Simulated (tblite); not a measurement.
Run report: C₄H₇BSi, geometry relaxation (part 4 of 4)

The same run, continued: C₄H₇BSi, SMILES C#C[SiH2]BC=C; GFN2-xTB geometry optimisation, gas phase (tblite 0.8.0). 

Geometry of the input (Å):
```
C  3.0269  1.2480  -0.0578
C  2.2467  0.3338  -0.2615
Si 1.1130  -1.0716  -0.5567
B  -0.7066  -0.3844  -0.7752
C  -1.2961  0.4079  0.4255
C  -2.5658  0.3260  0.8103
H  3.6754  2.0697  0.1128
H  1.5932  -1.7762  -1.7312
H  1.0928  -1.9499  0.6080
H  -1.4151  -0.9064  -1.5463
H  -0.6206  1.0783  0.9510
H  -2.8493  0.9440  1.6650
H  -3.2987  -0.3186  0.3384
```

## Trajectory as extended XYZ, continued
```
13
Properties=species:S:1:pos:R:3:forces:R:3 step=88 energy=-406.71689
C     2.8157    1.3062    0.0603   -0.0030   0.0050  -0.0080
C     2.1823    0.3229   -0.2191    0.0060  -0.0010  -0.0090
Si    1.1562   -1.1616   -0.6691    0.0060  -0.0050  -0.0070
B    -0.7588   -0.7908   -0.4592   -0.0030   0.0000   0.0020
C    -1.2493    0.3027    0.5183   -0.0300   0.0050   0.0050
C    -2.5347    0.6243    0.6910    0.0360  -0.0020  -0.0120
H     3.3810    2.1618    0.2989    0.0020  -0.0010   0.0160
H     1.6312   -1.5183   -2.0227   -0.0210   0.0080   0.0000
H     1.6538   -2.2365    0.2175    0.0030  -0.0070   0.0130
H    -1.5785   -1.3921   -1.0503    0.0040   0.0040   0.0140
H    -0.5235    0.8640    1.1009   -0.0080   0.0090  -0.0080
H    -2.8621    1.4027    1.3657    0.0060  -0.0190   0.0000
H    -3.3178    0.1152    0.1500    0.0020   0.0030  -0.0040
13
Properties=species:S:1:pos:R:3:forces:R:3 step=90 energy=-406.71718
C     2.8030    1.3085    0.0677   -0.0210  -0.0180  -0.0140
C     2.1724    0.3248   -0.2176    0.0350   0.0270  -0.0020
Si    1.1567   -1.1636   -0.6783   -0.0110   0.0060   0.0090
B    -0.7589   -0.8102   -0.4426   -0.0040   0.0040   0.0080
C    -1.2435    0.2931    0.5264   -0.0540   0.0260   0.0090
C    -2.5260    0.6373    0.6799    0.0410  -0.0010   0.0010
H     3.3638    2.1657    0.3123   -0.0030  -0.0080   0.0140
H     1.6233   -1.4977   -2.0399   -0.0200   0.0000  -0.0030
H     1.6671   -2.2436    0.1954    0.0070  -0.0060   0.0030
H    -1.5843   -1.4274   -1.0081    0.0080  -0.0040   0.0030
H    -0.5162    0.8497    1.1115   -0.0050   0.0070  -0.0050
H    -2.8517    1.4278    1.3425    0.0260  -0.0330  -0.0150
H    -3.3099    0.1361    0.1330    0.0000   0.0000  -0.0080
13
Properties=species:S:1:pos:R:3:forces:R:3 step=92 energy=-406.71763
C     2.7875    1.3131    0.0760   -0.0220  -0.0230  -0.0030
C     2.1617    0.3289   -0.2188    0.0430   0.0250  -0.0010
Si    1.1565   -1.1641   -0.6887   -0.0230   0.0090   0.0250
B    -0.7594   -0.8354   -0.4205    0.0000   0.0060   0.0030
C    -1.2381    0.2798    0.5364   -0.0180   0.0270  -0.0060
C    -2.5144    0.6524    0.6651   -0.0050  -0.0010   0.0130
H     3.3436    2.1697    0.3338   -0.0090  -0.0130   0.0030
H     1.6061   -1.4723   -2.0618   -0.0120  -0.0080   0.0010
H     1.6826   -2.2500    0.1699    0.0130   0.0040  -0.0170
H    -1.5884   -1.4724   -0.9571    0.0070  -0.0160  -0.0060
H    -0.5082    0.8311    1.1227    0.0020   0.0090   0.0090
H    -2.8324    1.4579    1.3126    0.0180  -0.0180  -0.0110
H    -3.3014    0.1619    0.1127    0.0060  -0.0010  -0.0090
13
Properties=species:S:1:pos:R:3:forces:R:3 step=94 energy=-406.71801
C     2.7686    1.3170    0.0873   -0.0130  -0.0040   0.0120
C     2.1531    0.3313   -0.2224    0.0160  -0.0070  -0.0060
Si    1.1548   -1.1639   -0.7009   -0.0130  -0.0010   0.0130
B    -0.7598   -0.8663   -0.3893   -0.0180   0.0050  -0.0170
C    -1.2327    0.2643    0.5517   -0.0070   0.0210  -0.0250
C    -2.5017    0.6701    0.6480    0.0030  -0.0010   0.0040
H     3.3145    2.1748    0.3613    0.0020  -0.0030  -0.0040
H     1.5829   -1.4427   -2.0885   -0.0200  -0.0080   0.0260
H     1.7059   -2.2577    0.1330    0.0150   0.0100  -0.0290
H    -1.5908   -1.5270   -0.8956    0.0260  -0.0060   0.0100
H    -0.4997    0.8112    1.1383   -0.0070   0.0050   0.0160
H    -2.8083    1.4990    1.2698    0.0010  -0.0050   0.0060
H    -3.2911    0.1905    0.0895    0.0150  -0.0050  -0.0050
13
Properties=species:S:1:pos:R:3:forces:R:3 step=95 energy=-406.71807
C     2.7675    1.3163    0.0879   -0.0020   0.0160   0.0200
C     2.1564    0.3292   -0.2246   -0.0120  -0.0290  -0.0100
Si    1.1535   -1.1631   -0.7003    0.0020   0.0050  -0.0050
B    -0.7589   -0.8674   -0.3843   -0.0170   0.0040  -0.0230
C    -1.2331    0.2642    0.5539    0.0850  -0.0050  -0.0280
C    -2.5007    0.6696    0.6465   -0.0480   0.0050  -0.0150
H     3.3100    2.1747    0.3648    0.0170   0.0120  -0.0020
H     1.5750   -1.4407   -2.0896   -0.0160  -0.0100   0.0140
H     1.7078   -2.2567    0.1281    0.0250  -0.0160  -0.0100
H    -1.5877   -1.5294   -0.8908    0.0100  -0.0140   0.0090
H    -0.5009    0.8136    1.1397   -0.0070   0.0000   0.0150
H    -2.8042    1.5007    1.2633   -0.0370   0.0420   0.0430
H    -3.2889    0.1895    0.0877    0.0000  -0.0120  -0.0090
13
Properties=species:S:1:pos:R:3:forces:R:3 step=97 energy=-406.71851
C     2.7577    1.3172    0.0929   -0.0040   0.0060   0.0150
C     2.1510    0.3285   -0.2236   -0.0010  -0.0130  -0.0020
Si    1.1535   -1.1662   -0.7036    0.0030  -0.0030  -0.0030
B    -0.7587   -0.8788   -0.3713   -0.0130   0.0170  -0.0120
C    -1.2295    0.2609    0.5597    0.0010   0.0120  -0.0180
C    -2.4959    0.6778    0.6399    0.0040   0.0080  -0.0120
H     3.2979    2.1768    0.3716    0.0100   0.0040  -0.0040
H     1.5676   -1.4281   -2.0991   -0.0250  -0.0090   0.0270
H     1.7231   -2.2650    0.1099    0.0120   0.0030  -0.0200
H    -1.5894   -1.5482   -0.8653    0.0170  -0.0120   0.0100
H    -0.4973    0.8076    1.1482   -0.0110   0.0000   0.0050
H    -2.8010    1.5186    1.2458   -0.0020  -0.0060   0.0170
H    -3.2832    0.1994    0.0774    0.0110  -0.0060  -0.0030
13
Properties=species:S:1:pos:R:3:forces:R:3 step=99 energy=-406.71927
C     2.7413    1.3186    0.1004    0.0050  -0.0150   0.0060
C     2.1499    0.3222   -0.2223    0.0080   0.0310   0.0190
Si    1.1533   -1.1714   -0.7048    0.0000   0.0040  -0.0080
B    -0.7561   -0.8902   -0.3514   -0.0110  -0.0040   0.0000
C    -1.2238    0.2628    0.5641   -0.0400   0.0030   0.0120
C    -2.4883    0.6897    0.6272    0.0190   0.0000  -0.0190
H     3.2782    2.1801    0.3810   -0.0030  -0.0040  -0.0050
H     1.5438   -1.4077   -2.1104   -0.0160  -0.0180   0.0020
H     1.7457   -2.2790    0.0786    0.0020   0.0010  -0.0120
H    -1.5871   -1.5781   -0.8202    0.0250   0.0040   0.0090
H    -0.4944    0.8041    1.1612   -0.0090   0.0060  -0.0150
H    -2.7967    1.5369    1.2228    0.0100  -0.0150   0.0100
H    -3.2703    0.2124    0.0559    0.0090   0.0050   0.0010
13
Properties=species:S:1:pos:R:3:forces:R:3 step=101 energy=-406.71957
C     2.7294    1.3198    0.1079    0.0110  -0.0140   0.0080
C     2.1503    0.3196   -0.2247   -0.0080   0.0320   0.0250
Si    1.1528   -1.1725   -0.7087    0.0010   0.0000  -0.0120
B    -0.7539   -0.9050   -0.3311   -0.0020  -0.0100  -0.0030
C    -1.2212    0.2588    0.5699   -0.0300  -0.0020   0.0080
C    -2.4811    0.7006    0.6147    0.0190   0.0040  -0.0020
H     3.2586    2.1832    0.3966    0.0040   0.0010  -0.0080
H     1.5166   -1.3892   -2.1244   -0.0060  -0.0220   0.0010
H     1.7633   -2.2857    0.0529   -0.0010   0.0030  -0.0170
H    -1.5808   -1.6109   -0.7793    0.0140   0.0080   0.0110
H    -0.4926    0.7979    1.1694   -0.0020   0.0090  -0.0080
H    -2.7847    1.5557    1.2017    0.0010  -0.0150  -0.0040
H    -3.2611    0.2282    0.0373   -0.0020   0.0060   0.0010
13
Properties=species:S:1:pos:R:3:forces:R:3 step=103 energy=-406.71972
C     2.7267    1.3199    0.1109    0.0110  -0.0010   0.0110
C     2.1478    0.3211   -0.2252   -0.0240  -0.0040   0.0120
Si    1.1523   -1.1718   -0.7116    0.0020  -0.0010   0.0040
B    -0.7531   -0.9111   -0.3238    0.0070   0.0060  -0.0040
C    -1.2209    0.2563    0.5722   -0.0110   0.0000  -0.0050
C    -2.4784    0.7049    0.6098    0.0150  -0.0170   0.0060
H     3.2528    2.1834    0.4025    0.0180   0.0180  -0.0020
H     1.5083   -1.3843   -2.1295   -0.0020  -0.0200  -0.0040
H     1.7677   -2.2864    0.0445    0.0000   0.0070  -0.0210
H    -1.5778   -1.6227   -0.7651   -0.0020  -0.0030   0.0070
H    -0.4919    0.7959    1.1708   -0.0010   0.0040   0.0020
H    -2.7796    1.5607    1.1959   -0.0070   0.0060  -0.0040
H    -3.2583    0.2346    0.0309   -0.0070   0.0050  -0.0010
13
Properties=species:S:1:pos:R:3:forces:R:3 step=104 energy=-406.71985
C     2.7234    1.3202    0.1140    0.0130   0.0080   0.0110
C     2.1445    0.3223   -0.2245   -0.0220  -0.0110   0.0070
Si    1.1519   -1.1715   -0.7145    0.0010  -0.0010   0.0050
B    -0.7526   -0.9161   -0.3182   -0.0080  -0.0030  -0.0080
C    -1.2198    0.2536    0.5749   -0.0220   0.0140  -0.0040
C    -2.4756    0.7081    0.6061    0.0210  -0.0120   0.0150
H     3.2481    2.1845    0.4068    0.0160   0.0120  -0.0020
H     1.5034   -1.3803   -2.1343   -0.0020  -0.0150   0.0010
H     1.7715   -2.2876    0.0359    0.0010   0.0080  -0.0200
H    -1.5774   -1.6331   -0.7519    0.0090   0.0050   0.0100
H    -0.4907    0.7928    1.1739   -0.0030   0.0010   0.0000
H    -2.7756    1.5679    1.1880    0.0020  -0.0080  -0.0120
H    -3.2557    0.2396    0.0262   -0.0050   0.0030  -0.0030
13
Properties=species:S:1:pos:R:3:forces:R:3 step=106 energy=-406.72009
C     2.7170    1.3206    0.1221    0.0310   0.0530   0.0130
C     2.1344    0.3261   -0.2196   -0.0220  -0.0500  -0.0170
Si    1.1505   -1.1711   -0.7192    0.0060   0.0020   0.0080
B    -0.7517   -0.9256   -0.3064   -0.0120   0.0030   0.0030
C    -1.2176    0.2505    0.5790    0.0010   0.0090  -0.0030
C    -2.4698    0.7141    0.5985   -0.0170   0.0040   0.0140
H     3.2414    2.1864    0.4135    0.0000  -0.0140  -0.0010
H     1.4917   -1.3756   -2.1425   -0.0020   0.0060   0.0050
H     1.7835   -2.2910    0.0136   -0.0010   0.0080  -0.0060
H    -1.5759   -1.6523   -0.7236    0.0060   0.0000   0.0040
H    -0.4890    0.7889    1.1798   -0.0060  -0.0040  -0.0060
H    -2.7687    1.5805    1.1717    0.0120  -0.0160  -0.0140
H    -3.2501    0.2490    0.0154    0.0050   0.0000  -0.0010
13
Properties=species:S:1:pos:R:3:forces:R:3 step=108 energy=-406.72016
C     2.7155    1.3213    0.1228    0.0000  -0.0080  -0.0050
C     2.1356    0.3252   -0.2205    0.0040   0.0060   0.0040
Si    1.1502   -1.1711   -0.7185    0.0010  -0.0030   0.0000
B    -0.7518   -0.9270   -0.3039    0.0000  -0.0020   0.0010
C    -1.2177    0.2506    0.5789   -0.0060   0.0000  -0.0030
C    -2.4697    0.7148    0.5976   -0.0010  -0.0020   0.0010
H     3.2395    2.1862    0.4160    0.0070  -0.0010   0.0010
H     1.4865   -1.3734   -2.1433    0.0000   0.0050   0.0020
H     1.7869   -2.2912    0.0102   -0.0020   0.0050  -0.0030
H    -1.5746   -1.6561   -0.7192    0.0000  -0.0010   0.0040
H    -0.4890    0.7883    1.1798   -0.0020   0.0010   0.0000
H    -2.7665    1.5818    1.1696   -0.0020   0.0000  -0.0030
H    -3.2493    0.2511    0.0128    0.0010  -0.0020   0.0020
```

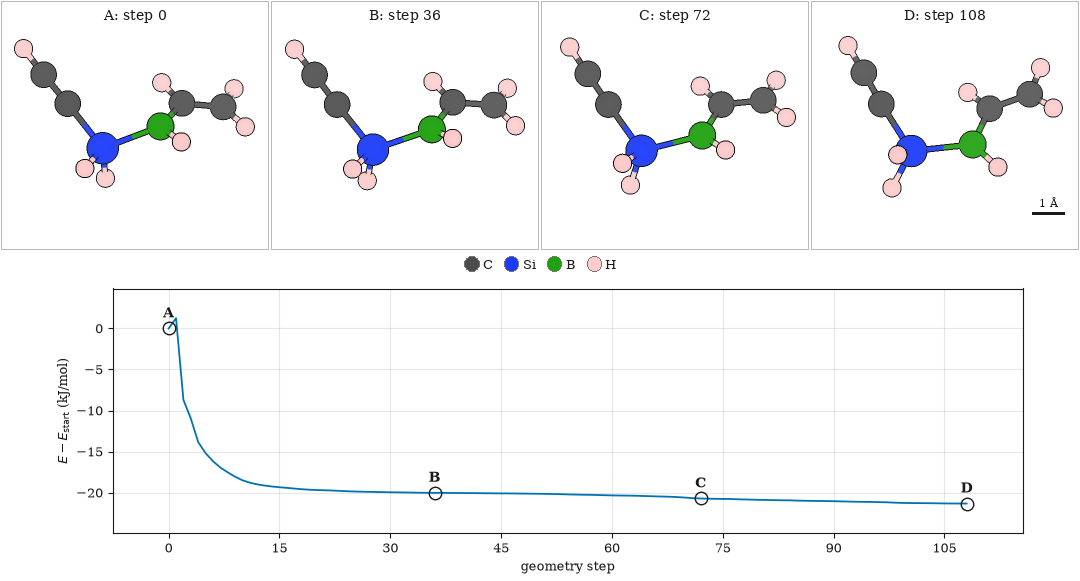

Figure 1. Frames of the relaxation (ball-and-stick view, seen at a tilt) above the curves, on which the letters mark them (steps are counted from 0).

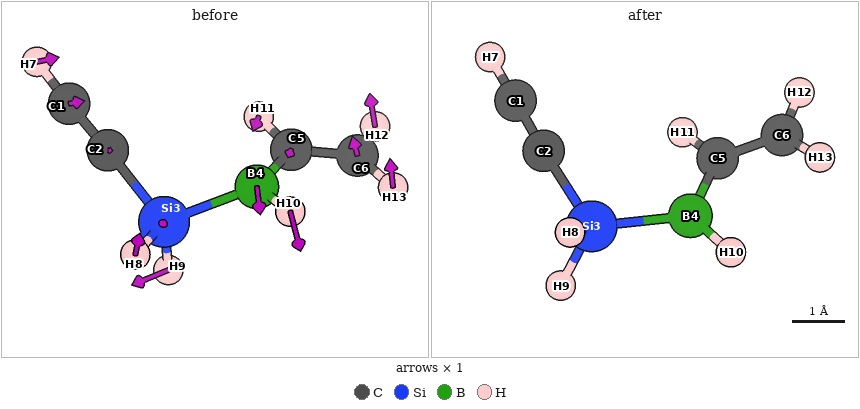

Figure 2. Before (left) and after (right) the relaxation, at one scale (ball-and-stick view, seen at a tilt). The pink arrows give the displacements, at true length. The largest move after the best rigid fit is that of H10, 1.13 Å. Largest moves by element: H 1.13 Å, B 0.72 Å, C 0.45 Å, Si 0.20 Å. Distances before and after: C2–Si3 1.830 → 1.860 Å, Si3–H8 1.451 → 1.478 Å, Si3–H9 1.459 → 1.480 Å, C1–C2 1.219 → 1.203 Å. Among the angles that change: B4–Si3–H9 106.7° → 114.0°, C5–C6–H12 116.1° → 123.0°, C2–Si3–H9 110.0° → 104.4°. Over 108 geometry steps the energy falls by 21.3 kJ/mol. The largest force component goes from 1.7 to 0.008 eV/Å. (Atoms are counted from 1 in the order of the input.)

## Summary

| quantity | value |
| --- | --- |
| outcome | converged |
| total energy | −406.7202 eV |
| wall time | 0.57 s |
| peak memory | 0.17 GiB |
